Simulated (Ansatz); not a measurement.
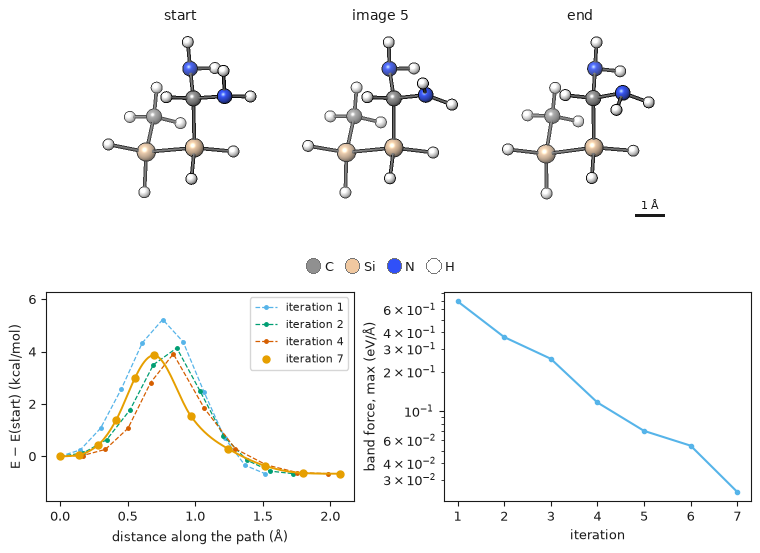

NEB run on C2H12N2Si2. Images are numbered from 0 (start) to 10 (end). The plot follows the band through its iterations. A ball-and-stick model, seen from a free direction.

These are results of Ansatz 0.2.0, RKS PBE-D4/6-31G*, not measurements.

Input file:
```yaml
crystal:
  periodic: [false, false, false]
  atoms:
    - { symbol: C, position_ang: [0.525609, -2.371675, -1.103877] }
    - { symbol: Si, position_ang: [1.696863, -0.890576, -0.92264] }
    - { symbol: Si, position_ang: [0.525698, 1.119999, -0.604978] }
    - { symbol: C, position_ang: [-0.460346, 1.069429, 1.052039] }
    - { symbol: "N", position_ang: [-1.21824, 2.317315, 1.193689] }
    - { symbol: "N", position_ang: [-1.169438, -0.224341, 1.137261] }
    - { symbol: H, position_ang: [-0.089882, -2.278197, -2.014409] }
    - { symbol: H, position_ang: [1.085413, -3.320108, -1.160918] }
    - { symbol: H, position_ang: [-0.144643, -2.39767, -0.229046] }
    - { symbol: H, position_ang: [2.591896, -0.77169, -2.130319] }
    - { symbol: H, position_ang: [2.605401, -1.092698, 0.262188] }
    - { symbol: H, position_ang: [1.428402, 2.320543, -0.628967] }
    - { symbol: H, position_ang: [-0.498075, 1.312701, -1.701477] }
    - { symbol: H, position_ang: [0.294333, 1.061545, 1.860845] }
    - { symbol: H, position_ang: [-1.697519, 2.350232, 2.104378] }
    - { symbol: H, position_ang: [-1.952066, 2.362978, 0.476295] }
    - { symbol: H, position_ang: [-1.655901, -0.299242, 2.041991] }
    - { symbol: H, position_ang: [-1.905106, -0.257143, 0.419746] }
basis:
  gaussian: { orbitals: "6-31G*" }
hamiltonian:
  xc: pbe
  dispersion: d4
neb:
  order_check: false
  images: 9
  f_tol: 0.05
  max_iterations: 34
  initial_path: idpp
  final_atoms:
    - { symbol: C, position_ang: [0.61777546, -2.38657876, -1.07507221] }
    - { symbol: Si, position_ang: [1.72831149, -0.85341694, -0.95867485] }
    - { symbol: Si, position_ang: [0.43085266, 1.05862706, -0.53265818] }
    - { symbol: C, position_ang: [-0.57616548, 0.93765774, 1.11445225] }
    - { symbol: "N", position_ang: [-1.4010051, 2.12758683, 1.43273935] }
    - { symbol: "N", position_ang: [-1.35935668, -0.29790006, 1.07632313] }
    - { symbol: H, position_ang: [-0.01070636, -2.34604061, -1.98070504] }
    - { symbol: H, position_ang: [1.2128064, -3.31429172, -1.10772152] }
    - { symbol: H, position_ang: [-0.04655087, -2.40903826, -0.19495149] }
    - { symbol: H, position_ang: [2.54535913, -0.67658059, -2.21257448] }
    - { symbol: H, position_ang: [2.70978905, -1.00532992, 0.17467474] }
    - { symbol: H, position_ang: [1.24682373, 2.32532865, -0.49413872] }
    - { symbol: H, position_ang: [-0.60476083, 1.26012846, -1.6171555] }
    - { symbol: H, position_ang: [0.1479141, 0.83681921, 1.94535378] }
    - { symbol: H, position_ang: [-0.79199058, 2.92051742, 1.67548718] }
    - { symbol: H, position_ang: [-1.92156707, 2.42221436, 0.59433249] }
    - { symbol: H, position_ang: [-1.9456436, -0.33007778, 1.92315732] }
    - { symbol: H, position_ang: [-2.01948644, -0.2582231, 0.28893275] }
```

Launched with:
```bash
ansatz run input.yaml --threads 2 --pin off --max-ram 3072MiB --backend cpu --events-out ev --progress --plain --runs-dir out
```

> Did the band converge, and can the barrier be trusted?

The result is final at these settings. The band converged in 7 iterations. The largest component of the band force went from 0.69 to 0.024 eV/Å. The climbing image converged on the top of the path. Its vibrational analysis gives one imaginary mode (613i cm⁻¹), as a transition state must have. The first iteration put the highest image at 5.23 kcal/mol. Forward barrier 3.86 kcal/mol, backward barrier 4.52 kcal/mol, with image 5 at the top; the reaction energy is −0.66 kcal/mol.

The run took 3.9 min on 2 threads of Arm Neoverse V2, on a shared host, peak memory 0.19 GiB.
